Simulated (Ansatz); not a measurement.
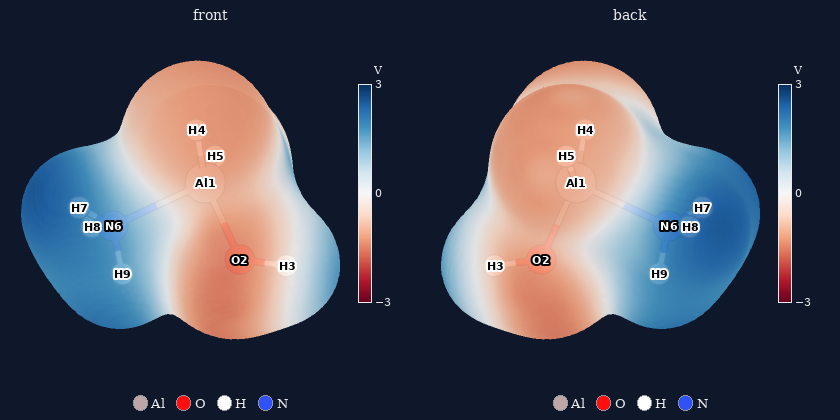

AlH₆NO. The electrostatic potential painted on the density surface at 0.002 e/bohr³, seen from the front and from behind; red is negative and blue positive.

These are results of Ansatz, RKS revPBE/def2-SVP, not measurements.

```xyz
9

Al   -0.0805    0.1554    0.2748
O    -0.4897   -0.2781    1.9429
H    -0.7390   -1.1795    2.1971
H     1.4022   -0.2182   -0.2580
H    -1.2902    0.2431   -0.7982
N     0.1523    2.1489    0.8617
H     1.0893    2.5463    0.7078
H    -0.5357    2.8011    0.4606
H    -0.0114    2.1066    1.8806
```

Q: Where is the surface potential most negative and most positive?

A: The most negative region (about −1.5 V) lies over O2, the most positive (about +2.5 V) over H7 and H8. O2 is the likeliest acceptor of a hydrogen bond.
